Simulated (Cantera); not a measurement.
Charge: 1 mol Si, a varied amount of CO₂, 1.3 mol N₂, at 1252 °C and 52.5 Torr.

Cantera equilibrium calculation (NASA polynomials, part measured and part estimated; ideal gas, pure solids and liquids). Candidate condensed phases: C, Si, SiC, SiO₂, Si₂N₂O, Si₃N₄; 34 gas species. Mutual solubility and eutectic melting of coexisting phases are not modelled. The tables hold silica as quartz up to 1696 K and as liquid above; real silica turns to tridymite and cristobalite and melts near 1996 K. Kinetics and transport are ignored.

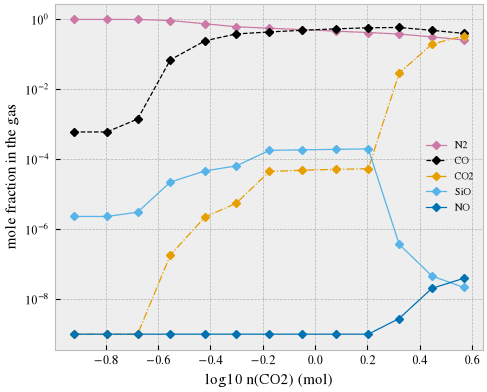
Figure: Equilibrium gas composition (values under 1e-9 drawn at 1e-9)

Question: Read off the mole fractions at 0.38 mol CO₂.

Answer: N₂ about 0.75, CO about 0.25, SiO about 4.7e-5, CO₂ about 2.2e-6.
